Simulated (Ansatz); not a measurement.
## Electronic structure of HTi₃ (charge +1) in real space

Input file:

```
crystal:
  periodic: [false, false, false]
  atoms:
    - {symbol: Ti, position_ang: [0.331674, 1.030337, 0.671175]}
    - {symbol: Ti, position_ang: [-1.376698, 0.738626, -0.921809]}
    - {symbol: Ti, position_ang: [-0.068416, -1.171445, -0.495383]}
    - {symbol: H, position_ang: [1.113450, -0.597518, 0.746027]}
basis:
  gaussian: {orbitals: def2-TZVP, initial_orbitals: start.molden}
total_charge: 1
hamiltonian: {xc: pbe0, dispersion: d4}
scf: {omitted_lower_state_checks: [starts]}
output: {orbitals: {seedname: orbitals}}
```

Command:

```sh
ansatz run in.yaml --threads 4 --pin off --events-out ev --progress --plain --max-ram 3916MiB
```

Geometry: r2SCAN-D4/def2-TZVP.

These are results of RKS PBE0-D4/def2-TZVP (Ansatz 0.2.0), not measurements.

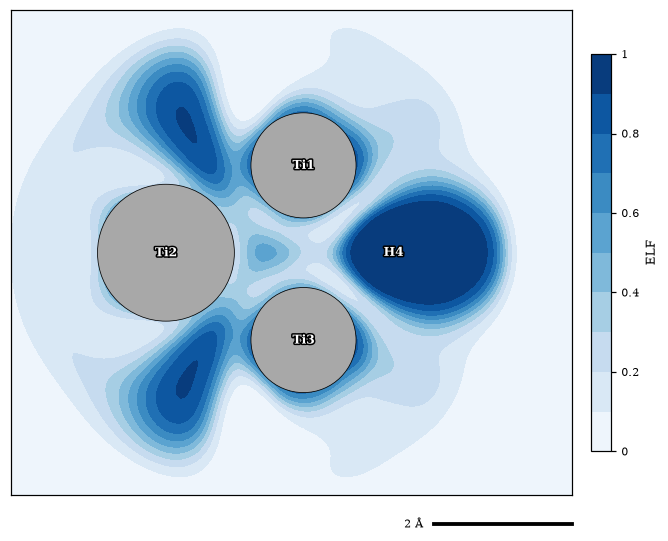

Figure 1. ELF on the molecular plane. Grey discs cover the atomic cores.

**Read the bonding off the picture.**

The plane passes through Ti and H nuclei.
Ti–Ti (2.35 Å): the ELF is about 0.35 at the midpoint.
Ti–H (1.81 Å): the ELF climbs to about 1 towards the hydrogen.
Ti–Ti (2.52 Å): the ELF is about 0.30 at the midpoint.

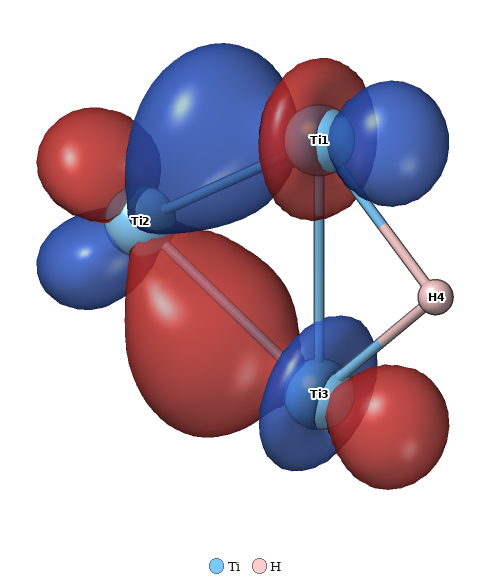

Figure 2. The HOMO−1 at ±0.15 Å⁻³ᐟ² (blue and red are the two phases), seen at a tilt.

**Where does this orbital lie, and at what energy?**

It lies mainly on Ti2 (about 45 %), Ti1 (about 25 %) and Ti3 (about 25 %). Its energy is −9.33 eV.

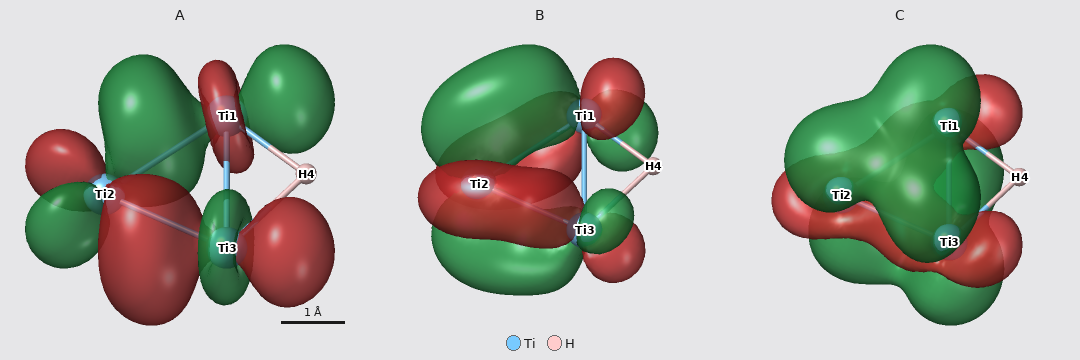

Figure 3. Three frontier orbitals at ±0.08 Å⁻³ᐟ² (green and red are the two phases), in no order.

**Which picture is the HOMO−1, the HOMO and the LUMO?**

A is the HOMO−1 (−9.33 eV). Its weight (Hirshfeld) is mainly on Ti2 (about 45 %), Ti1 (about 25 %) and Ti3 (about 25 %). C is the HOMO (−8.61 eV). By Hirshfeld shares it lies mainly on Ti2 (about 35 %), Ti1 (about 30 %) and Ti3 (about 30 %); it is symmetric in the molecular plane (an in-plane orbital: σ, lone-pair or in-plane π type). B is the LUMO (−6.43 eV). Its weight (Hirshfeld) is mainly on Ti2 (about 50 %), Ti1 (about 25 %) and Ti3 (about 25 %).

**What is the HOMO–LUMO gap?**

2.18 eV between the orbital energies.
